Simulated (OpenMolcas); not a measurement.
How methods differ on InNH4 (SMILES [NH2][InH2])

InNH4 has 6 atoms, charge 0, and is taken as a singlet. SMILES: `[NH2][InH2]`. The shape is that of a PBE0-D4/def2-TZVP optimisation.

Quantity: the electronic atomisation energy, in eV. The values are calculated. Electronic energies at fixed atoms, without zero-point motion or spin-orbit coupling.

```tsv
level	kind	program	value (eV)	less CCSD(T)/def2-SVP	CPU time (all runs)
BLYP/def2-SVP (core potential)	GGA	OpenMolcas	15.23	+0.78	22 s
PBE/def2-SVP (core potential)	GGA	OpenMolcas	15.47	+1.02	20 s
revPBE/def2-SVP (core potential)	GGA	OpenMolcas	14.91	+0.46	17 s
B3LYP/def2-SVP (core potential)	global hybrid	OpenMolcas	15.31	+0.86	20 s
BHLYP/def2-SVP (core potential)	global hybrid	OpenMolcas	14.88	+0.43	14 s
M06-2X/def2-SVP (core potential)	hybrid meta-GGA	OpenMolcas	15.16	+0.71	18 s
PBE0/def2-SVP (core potential)	global hybrid	OpenMolcas	15.20	+0.75	18 s
CCSD(T)/def2-SVP (core potential)	coupled cluster or CI	OpenMolcas	14.45	0.00	14 s
```

CCSD(T)/def2-SVP (core potential) is the highest level here, not the true value. The values span 14.45 to 15.47 eV. In the correlated wave-function rows the outer d shell of In is correlated, in sets not made for it. Times are those of the runs behind each value, whatever else they computed, on shared processors of several kinds: orders of magnitude only.

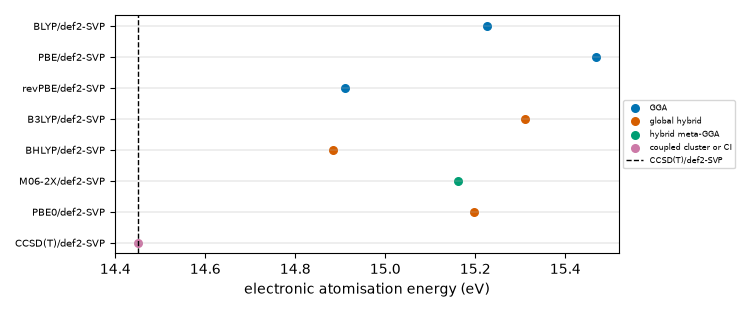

The values of the table, level by level.
